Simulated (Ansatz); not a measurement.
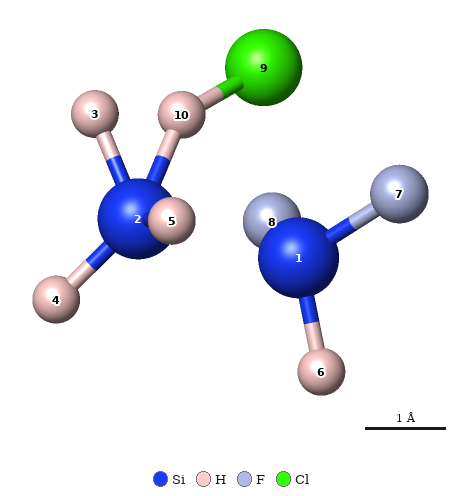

The starting structure (ball-and-stick view, seen at a tilt; atoms are numbered from 1 in the order of the input). Bond lengths as drawn: Cl–H 1.50 Å, F–Si 1.59 Å and H–Si 1.46 to 1.56 Å.

**Si$_{2}$H$_{5}$ClF$_{2}$: geometry relaxation**

System: Si$_{2}$H$_{5}$ClF$_{2}$.
Method: RKS PBE0-D4/6-31G* (Ansatz 0.2.0).

The input holds or restrains some coordinates. It belongs to a series of runs on one base structure; here: pulled along the bonds that form and break, towards end A. Figures and captions count atoms from 1; the log counts them from 0 in places.

## Input
```yaml
crystal:
  periodic: [false, false, false]
  atoms:
    - { symbol: Si, position_ang: [0.0, 0.0, 0.0] }
    - { symbol: Si, position_ang: [0.0, 0.0, 2.57] }
    - { symbol: H, position_ang: [-1.3148, -0.4067, 3.0574] }
    - { symbol: H, position_ang: [1.0096, -0.9353, 3.0574] }
    - { symbol: H, position_ang: [0.3052, 1.342, 3.0574] }
    - { symbol: H, position_ang: [1.3768, 0.0, -0.4862] }
    - { symbol: F, position_ang: [-0.7489, 1.2974, -0.5295] }
    - { symbol: F, position_ang: [-0.7489, -1.2974, -0.5295] }
    - { symbol: Cl, position_ang: [-2.306, 0.0073, 0.7662] }
    - { symbol: H, position_ang: [-1.454, 0.0046, 2.0036] }
basis:
  gaussian: { orbitals: "6-31G*" }
hamiltonian:
  xc: pbe0
  dispersion: d4
relax:
  f_tol: 0.15
  max_steps: 25
  restrain:
    - { distance: [0, 8], at: 3.33, k: 30.0 }
    - { distance: [9, 1], at: 2.66, k: 30.0 }
    - { distance: [0, 1], at: 2.22, k: 30.0 }
    - { distance: [9, 8], at: 1.37, k: 30.0 }
output:
  orbitals: {}
```

Hardware: 2 threads of Arm Neoverse V2, 24 GiB of memory available, shared host.

Command:
```bash
ansatz run input.yaml --threads 2 --pin off --max-ram 3072MiB --backend cpu --events-out ev --progress --plain --runs-dir out
```

## Log
```
The last accepted step is kept in [file] (removed where the run ends without a failure and the disk answers)
Engine: ansatz 0.2.0, aarch64-unknown-linux-gnu
Functional definition: PBE0
  parameter a = 0.25
  parameter kappa = 0.804
  parameter beta = 0.06672455060314922
  exchange = (1 - a)*pbe_x(kappa = kappa, mu = beta*pi^2/3) + a*exact_x
  correlation = pbe_c(beta = beta)
978 factors; integrals over basis functions are off by at most 6.3e-4 eV
mean field evaluation 1: about -33772.3267 eV, gradient 3.9e1 eV
mean field evaluation 2: about -33769.3872 eV, gradient 6.0e1 eV
mean field evaluation 4: about -33774.7954 eV, gradient 8.3e-1 eV
mean field evaluation 8: about -33774.8344 eV, gradient 2.0e-2 eV
mean field -33774.83436848 eV, -1241.2022696367 hartree, gradient 1.5e-5 eV, S^2 0.000000; 0 other end points of the search recorded, 0 dependent functions left out
the calculation of the forces begins
reference -33774.83439835 eV, -1241.2022707344 hartree; 34, 34 occupied and 63, 63 virtual orbitals, 978 factors
relax step   1: F+E_penalty+E_count = -33775.05659802 eV  Δ(F+E_penalty+E_count) = +0.000e0 eV  max|allowed force component| = 4.703e0 eV/Å  E_restraint = 32.38685773 eV  max|allowed force component, restraints' pulls added| = 3.687e1 eV/Å  Δτ_max = 0.0000 Å  (25 SCF iters, accepted)
  distance Si 0 - Cl 8 = 2.4300 Å
  distance H 9 - Si 1 = 1.5604 Å
  distance Si 0 - Si 1 = 2.5700 Å
  distance H 9 - Cl 8 = 1.5024 Å
these checks for a lower state are left out or cut short: starts, cluster_reference, orbital_swaps, neighbouring_geometries, increment
978 factors; integrals over basis functions are off by at most 6.9e-4 eV
mean field evaluation 16: about -33775.7496 eV, gradient 1.1e1 eV
mean field -33776.37211270 eV, -1241.2587806944 hartree, gradient 8.1e-6 eV, S^2 0.000000; 0 other end points of the search recorded, 0 dependent functions left out
[... from here on the field's lines of each further geometry are left out, up to the last ...]
relax step   2: F+E_penalty+E_count = -33776.59174304 eV  Δ(F+E_penalty+E_count) = -1.535e0 eV  max|allowed force component| = 2.774e0 eV/Å  E_restraint = 16.22020058 eV  max|allowed force component, restraints' pulls added| = 2.461e1 eV/Å  Δτ_max = 0.1948 Å  (28 SCF iters, accepted)
relax step   3: F+E_penalty+E_count = -33776.94892127 eV  Δ(F+E_penalty+E_count) = -3.572e-1 eV  max|allowed force component| = 4.862e0 eV/Å  E_restraint = 6.22535514 eV  max|allowed force component, restraints' pulls added| = 1.363e1 eV/Å  Δτ_max = 0.1947 Å  (28 SCF iters, accepted)
relax step   4: F+E_penalty+E_count = -33777.30028401 eV  Δ(F+E_penalty+E_count) = -3.514e-1 eV  max|allowed force component| = 4.425e0 eV/Å  E_restraint = 1.31513796 eV  max|allowed force component, restraints' pulls added| = 6.918e0 eV/Å  Δτ_max = 0.1946 Å  (28 SCF iters, accepted)
relax step   5: F+E_penalty+E_count = -33778.04271458 eV  Δ(F+E_penalty+E_count) = -7.424e-1 eV  max|allowed force component| = 2.193e0 eV/Å  E_restraint = 0.14150083 eV  max|allowed force component, restraints' pulls added| = 1.697e0 eV/Å  Δτ_max = 0.1989 Å  (27 SCF iters, accepted)
relax step   6: F+E_penalty+E_count = -33778.35985991 eV  Δ(F+E_penalty+E_count) = -3.171e-1 eV  max|allowed force component| = 1.553e0 eV/Å  E_restraint = 0.05272549 eV  max|allowed force component, restraints' pulls added| = 8.009e-1 eV/Å  Δτ_max = 0.1948 Å  (27 SCF iters, accepted)
relax step   7: F+E_penalty+E_count = -33778.39630224 eV  Δ(F+E_penalty+E_count) = -3.644e-2 eV  max|allowed force component| = 1.333e0 eV/Å  E_restraint = 0.04116385 eV  max|allowed force component, restraints' pulls added| = 3.042e-1 eV/Å  Δτ_max = 0.2000 Å  (28 SCF iters, accepted)
relax step   8: F+E_penalty+E_count = -33778.36685294 eV  Δ(F+E_penalty+E_count) = +2.945e-2 eV  max|allowed force component| = 1.148e0 eV/Å  E_restraint = 0.04414098 eV  max|allowed force component, restraints' pulls added| = 3.703e-1 eV/Å  Δτ_max = 0.1262 Å  (28 SCF iters, rejected (line search))
the calculation of the forces begins
reference -33778.19986540 eV, -1241.3259493672 hartree; 34, 34 occupied and 63, 63 virtual orbitals, 978 factors
relax step   9: F+E_penalty+E_count = -33778.41161049 eV  Δ(F+E_penalty+E_count) = -1.531e-2 eV  max|allowed force component| = 1.232e0 eV/Å  E_restraint = 0.04174066 eV  max|allowed force component, restraints' pulls added| = 1.182e-1 eV/Å  Δτ_max = 0.0614 Å  (27 SCF iters, accepted)
```

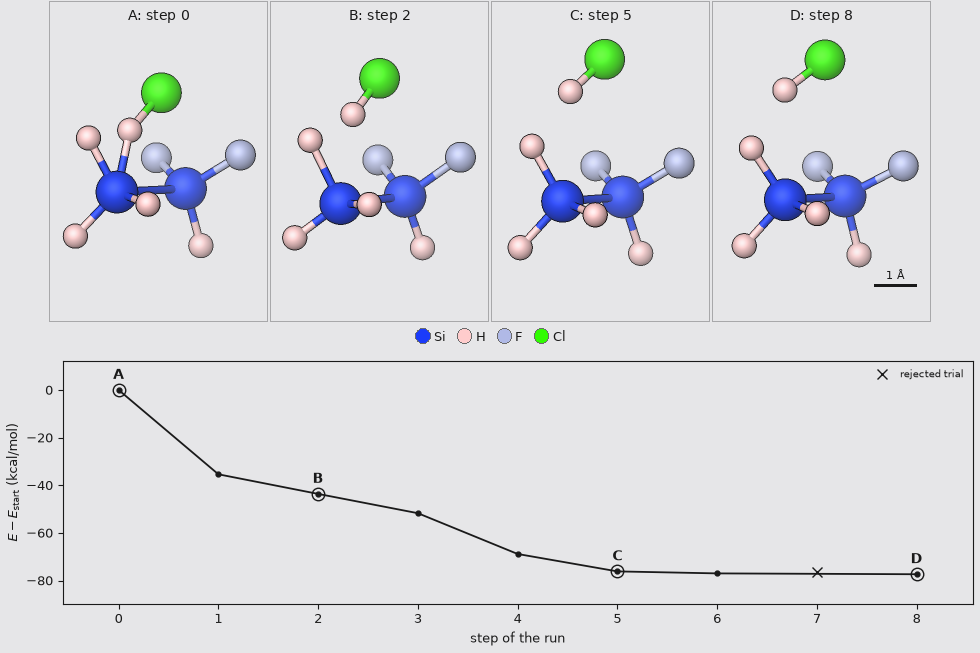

Frames of the restrained relaxation (ball-and-stick view, seen at a tilt) above the curves, on which the letters mark them (the first geometry is step 0 here and step 1 in the log).

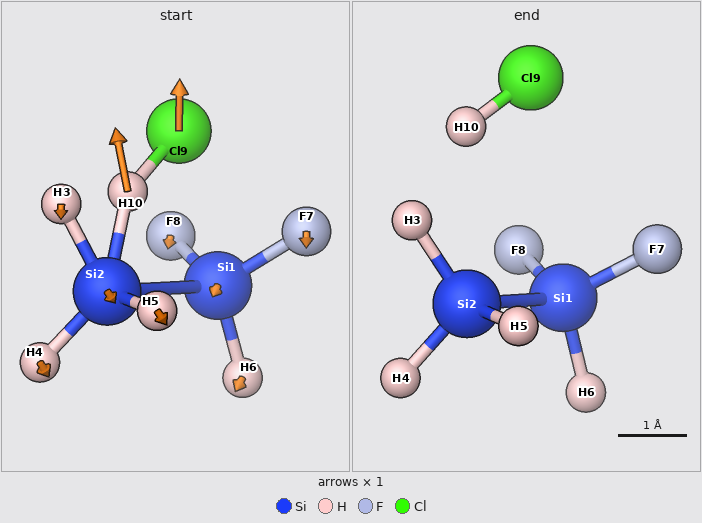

Before (left) and after (right) the restrained relaxation, at one scale (ball-and-stick view, seen at a tilt). The orange arrows give the displacements, at true length. The largest move after the best rigid fit is that of H10, 1.00 Å. By element the largest moves are H 1.00 Å, Cl 0.80 Å, F 0.27 Å, Si 0.25 Å. Among the contacts that change: Si2–H10 1.560 → 2.664 Å, Si1–Si2 2.570 → 2.257 Å, Cl9–H10 1.502 → 1.334 Å, Si2–H3 1.460 → 1.497 Å. Bonds break: Si2–H10 (1.56 → 2.66 Å). Among the angles that change: Si1–Si2–H3 109.5° → 116.5°, Si2–Si1–F7 109.5° → 113.3°, H3–Si2–H4 109.4° → 106.3°. After 8 geometry steps the energy has fallen by 77.4 kcal/mol. Largest force component: 4.7 eV/Å at the start, 1.2 eV/Å at the end. The line search rejected the trial step at point 7 (counted from 0) and went back. (Atoms are counted from 1 in the order of the input.)

```
  distance Si 0 - Cl 8 = 3.3392 Å
  distance H 9 - Si 1 = 2.6641 Å
  distance Si 0 - Si 1 = 2.2574 Å
  distance H 9 - Cl 8 = 1.3342 Å
978 factors; integrals over basis functions are off by at most 7.2e-4 eV
mean field -33778.19983512 eV, -1241.3259482543 hartree, gradient 7.6e-6 eV, S^2 0.000000; 1 other end points of the search recorded, 0 dependent functions left out
the calculation of the forces begins
reference -33778.19986540 eV, -1241.3259493672 hartree; 34, 34 occupied and 63, 63 virtual orbitals, 978 factors
Total energy: -33778.41164077 eV, -1241.3337319685 hartree
Atom 0 at     0.178039     0.009235     0.157110 Å, force     0.275060     0.005372    -1.232038 eV/Å
Atom 1 at     0.187268     0.023276     2.414466 Å, force     0.194166     0.003426     1.176536 eV/Å
Atom 2 at    -1.081691    -0.395051     3.089120 Å, force     0.011024     0.005193    -0.002604 eV/Å
Atom 3 at     1.237907    -0.931881     2.870912 Å, force    -0.010205     0.016495    -0.015284 eV/Å
Atom 4 at     0.538916     1.387436     2.900461 Å, force    -0.020516    -0.022673    -0.004061 eV/Å
Atom 5 at     1.590798    -0.023314    -0.308328 Å, force     0.012601    -0.004532    -0.006914 eV/Å
Atom 6 at    -0.477792     1.322135    -0.480936 Å, force     0.012313     0.021563     0.014828 eV/Å
Atom 7 at    -0.547368    -1.287457    -0.441257 Å, force     0.023470    -0.036031     0.035229 eV/Å
Atom 8 at    -3.088174     0.144627     0.838007 Å, force     0.278718    -0.320709     1.028593 eV/Å
Atom 9 at    -2.418902    -0.237105     1.927245 Å, force    -0.776630     0.331896    -0.994285 eV/Å
Dipole moment:     0.383752    -0.067207     0.456626 e Å
```

## Trajectory as extended XYZ (Å, eV, eV/Å), 9 frames, from step=1 to step=9
```
10
Properties=species:S:1:pos:R:3:forces:R:3 step=1 energy=-33775.05660
Si    0.0000    0.0000    0.0000   -0.4415  -0.0244   2.0197
Si    0.0000    0.0000    2.5700    4.7033   0.4123  -1.2931
H    -1.3148   -0.4067    3.0574   -0.4247  -0.2514   0.9902
H     1.0096   -0.9353    3.0574    0.1723  -0.5109   0.4851
H     0.3052    1.3420    3.0574   -0.1385   0.4517   0.3402
H     1.3768    0.0000   -0.4862    0.4033   0.0144  -0.2681
F    -0.7489    1.2974   -0.5295    1.6195   1.4181  -1.2526
F    -0.7489   -1.2974   -0.5295    1.5640  -1.4298  -1.2428
Cl   -2.3060    0.0073    0.7662   -3.5728   0.2862   2.3238
H    -1.4540    0.0046    2.0036   -3.8850  -0.3662  -2.1024
10
Properties=species:S:1:pos:R:3:forces:R:3 step=2 energy=-33776.59174
Si    0.0939   -0.0005    0.0290   -2.7735  -0.0144   1.2260
Si    0.1498    0.0023    2.5418   -1.1320   0.5663  -1.6790
H    -1.2916   -0.4011    3.0545    1.3687   0.1597   0.1424
H     1.0256   -0.9494    3.0676    1.3552  -1.3077   0.8999
H     0.3087    1.3491    3.0617    0.2475   0.5875   0.2851
H     1.3951    0.0001   -0.4934    1.6598   0.0092  -0.7607
F    -0.7188    1.2902   -0.5261    1.6012   0.0185  -0.2038
F    -0.7193   -1.2905   -0.5262    1.5671  -0.0257  -0.1835
Cl   -2.4878    0.0103    0.8223   -1.8384   0.2418   1.5255
H    -1.6365    0.0013    1.9356   -2.0556  -0.2353  -1.2518
10
Properties=species:S:1:pos:R:3:forces:R:3 step=3 energy=-33776.94892
Si    0.1864   -0.0010    0.0685   -4.8624   0.0001   0.0875
Si    0.2764    0.0102    2.4943   -3.4938   0.8256  -0.9470
H    -1.2613   -0.3964    3.0495    2.1362   0.3027  -0.3888
H     1.0488   -0.9690    3.0800    1.7425  -1.6066   1.0424
H     0.3146    1.3558    3.0634    0.4871   0.4554   0.1274
H     1.4265    0.0001   -0.5070    2.5662   0.0026  -1.1959
F    -0.6959    1.2761   -0.5173    1.8868  -0.8056   0.5595
F    -0.6968   -1.2766   -0.5171    1.8620   0.7963   0.5740
Cl   -2.6531    0.0137    0.8587   -1.4922   0.1869   0.4817
H    -1.8266   -0.0011    1.8939   -0.8324  -0.1575  -0.3408
10
Properties=species:S:1:pos:R:3:forces:R:3 step=4 energy=-33777.30028
Si    0.2427   -0.0009    0.1124   -4.4252   0.0066  -1.5255
Si    0.3600    0.0219    2.4397   -3.6698   0.4426   0.6464
H    -1.1985   -0.3893    3.0324    2.1008   0.3417  -0.7436
H     1.0826   -0.9937    3.0948    1.3205  -1.0131   0.6183
H     0.3327    1.3623    3.0603    0.5990   0.2277  -0.0791
H     1.4765    0.0000   -0.5281    1.9812  -0.0053  -0.8841
F    -0.6584    1.2594   -0.4979    1.7260  -0.9002   0.9405
F    -0.6597   -1.2597   -0.4971    1.7156   0.8903   0.9468
Cl   -2.8383    0.0195    0.8689   -1.0443   0.1266   0.1015
H    -2.0207   -0.0076    1.8814   -0.3038  -0.1169  -0.0212
10
Properties=species:S:1:pos:R:3:forces:R:3 step=5 energy=-33778.04272
Si    0.2427   -0.0006    0.1437   -2.1119   0.0058  -2.1007
Si    0.3346    0.0160    2.4205   -2.1934   0.0780   1.5772
H    -1.1073   -0.3861    2.9804    1.2053   0.2069  -0.5272
H     1.1482   -0.9946    3.0814    0.6718  -0.2685   0.0655
H     0.4043    1.3729    3.0336    0.4416  -0.0067  -0.1933
H     1.5199   -0.0010   -0.5225    0.9065   0.0001  -0.2537
F    -0.6011    1.2649   -0.4545    0.9485  -0.4438   0.6854
F    -0.6031   -1.2644   -0.4535    0.9373   0.4255   0.6901
Cl   -3.0012    0.0345    0.8413   -0.2747   0.0419   0.5587
H    -2.2178   -0.0297    1.8965   -0.5310  -0.0392  -0.5019
10
Properties=species:S:1:pos:R:3:forces:R:3 step=6 energy=-33778.35986
Si    0.1949   -0.0034    0.1853   -0.1631   0.0305  -1.5529
Si    0.2226    0.0015    2.4505    0.5073   0.2307   1.2169
H    -1.1136   -0.4338    2.9879    0.2417   0.0791   0.1536
H     1.2908   -0.9416    2.9596   -0.3719   0.2012  -0.1435
H     0.5689    1.3976    2.9455   -0.2374  -0.5179  -0.1432
H     1.5555   -0.0019   -0.3985    0.1633   0.0093   0.0521
F    -0.5608    1.2825   -0.4118    0.2577   0.0251   0.1658
F    -0.5622   -1.2894   -0.4099    0.2083  -0.0543   0.1954
Cl   -3.1036    0.0921    0.7754    0.2828  -0.1506   1.1665
H    -2.3736   -0.0917    1.8827   -0.8887   0.1469  -1.1107
10
Properties=species:S:1:pos:R:3:forces:R:3 step=7 energy=-33778.39630
Si    0.1733    0.0241    0.1577    0.1913   0.0110  -1.3326
Si    0.1951    0.0140    2.4171    0.3004   0.2226   1.3315
H    -1.0820   -0.3649    3.1008    0.0162  -0.0154  -0.0244
H     1.2337   -0.9596    2.9022   -0.1497   0.1781  -0.1462
H     0.5569    1.3993    2.8838   -0.0446  -0.2860  -0.0514
H     1.5917   -0.0237   -0.2935   -0.0221   0.0165  -0.0345
F    -0.4813    1.3309   -0.5060    0.1266  -0.0931   0.1769
F    -0.5708   -1.2635   -0.4398    0.0739  -0.0510   0.0404
Cl   -3.0977    0.1444    0.8437    0.3693  -0.4034   1.0865
H    -2.3998   -0.2891    1.9009   -0.8614   0.4209  -1.0461
10
Properties=species:S:1:pos:R:3:forces:R:3 step=8 energy=-33778.36685 accepted=F
Si    0.1994   -0.0346    0.1524    0.1832   0.2561  -0.9239
Si    0.1624    0.0590    2.4068    0.4037  -0.2959   1.1483
H    -1.0728   -0.4136    3.1063   -0.0228   0.0222  -0.0480
H     1.2394   -0.8903    2.7971    0.0648  -0.0328   0.2121
H     0.5088    1.4088    2.9319   -0.0449   0.0043  -0.1029
H     1.6034   -0.0521   -0.3465   -0.0488  -0.0997   0.0366
F    -0.4520    1.3203   -0.3838   -0.0737   0.1552  -0.3703
F    -0.5532   -1.3104   -0.4545    0.0743  -0.0147   0.0137
Cl   -3.0701    0.1515    0.8211    0.1825  -0.3181   1.0416
H    -2.4461   -0.2268    1.9360   -0.7183   0.3234  -1.0072
10
Properties=species:S:1:pos:R:3:forces:R:3 step=9 energy=-33778.41161
Si    0.1780    0.0092    0.1571    0.2751   0.0054  -1.2320
Si    0.1873    0.0233    2.4145    0.1942   0.0034   1.1765
H    -1.0817   -0.3951    3.0891    0.0110   0.0052  -0.0026
H     1.2379   -0.9319    2.8709   -0.0102   0.0165  -0.0153
H     0.5389    1.3874    2.9005   -0.0205  -0.0227  -0.0041
H     1.5908   -0.0233   -0.3083    0.0126  -0.0045  -0.0069
F    -0.4778    1.3221   -0.4809    0.0123   0.0216   0.0148
F    -0.5474   -1.2875   -0.4413    0.0235  -0.0360   0.0352
Cl   -3.0882    0.1446    0.8380    0.2787  -0.3207   1.0286
H    -2.4189   -0.2371    1.9272   -0.7766   0.3319  -0.9943
```

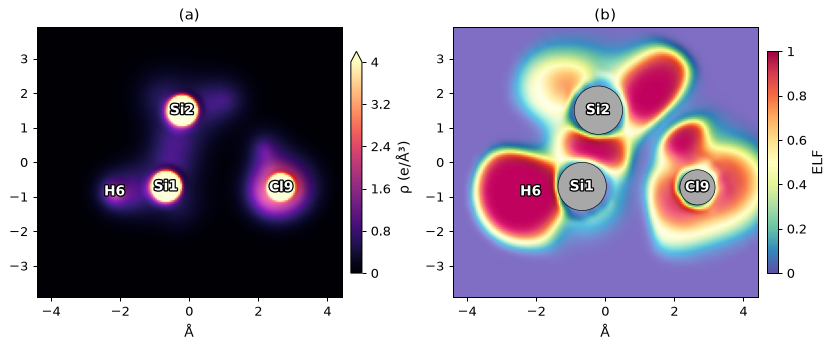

(a) electron density; (b) ELF on the plane of atoms Si2, Si1 and H6. Grey discs, where drawn, cover atomic cores. The section cuts through Si, H and Cl sites. Si–Si (2.26 Å): ρ at the midpoint is about 0.74 e/Å³; the ELF peaks at about 1 between the atoms (a covalent bond). Si–H (1.49 Å): ρ at the midpoint is about 0.81 e/Å³; the ELF climbs to about 1 towards the hydrogen, as it does in any bond to H.

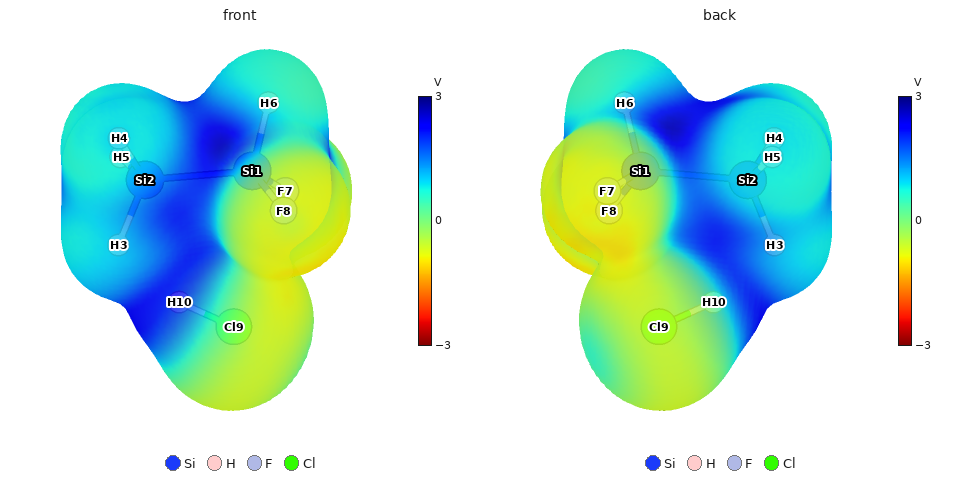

The electrostatic potential painted on the density surface at 0.004 e/bohr³, seen face on and from behind; red is negative and blue positive.

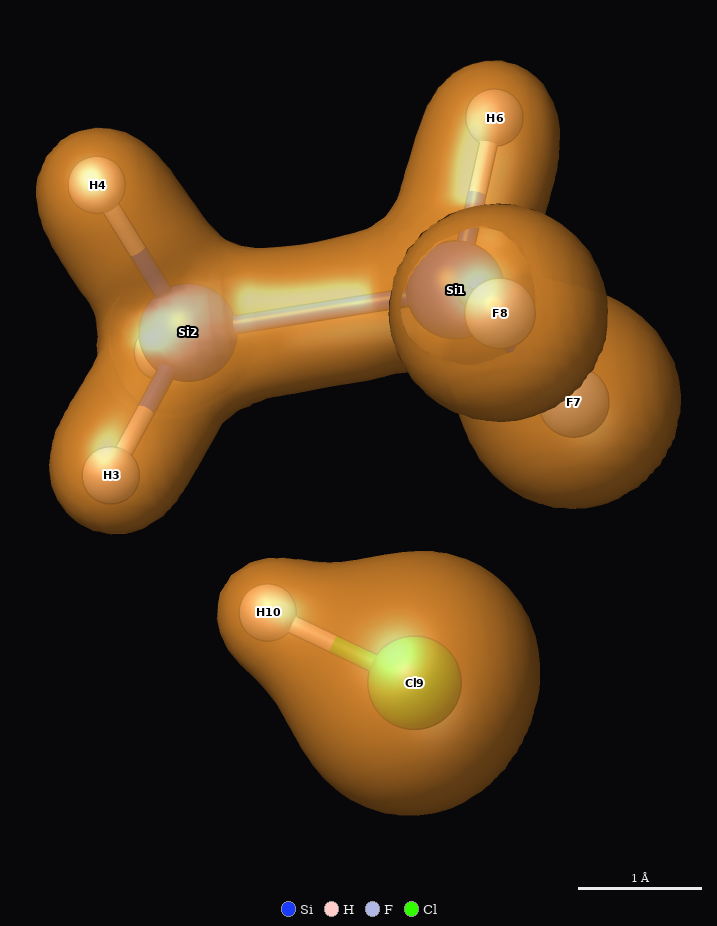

Isosurface of the electron density at 0.4 e/Å³ (orange), seen at a tilt. At this value the surface falls into two separate pieces. It is pinched off along the Si···H (2.66 Å) contacts. On the grid the lowest density along these lines, outside the cores, is 0.11 e/Å³ (Si···H, 2.66 Å), 0.95 e/Å³ (Si–F, 1.60 Å), 0.72 e/Å³ (Si–Si, 2.26 Å) and 1.4 e/Å³ (Cl–H, 1.33 Å).

## Key numbers

- outcome: converged under the restraints of the input
- total energy: −33778.4116 eV
- mean-field energy: −33778.1999 eV
- largest force (length of the vector) at the end, held atoms and coordinates included: 1.305 eV/Å
- wall time: 26 s (CPU time 50 s)
- peak memory: 0.22 GiB
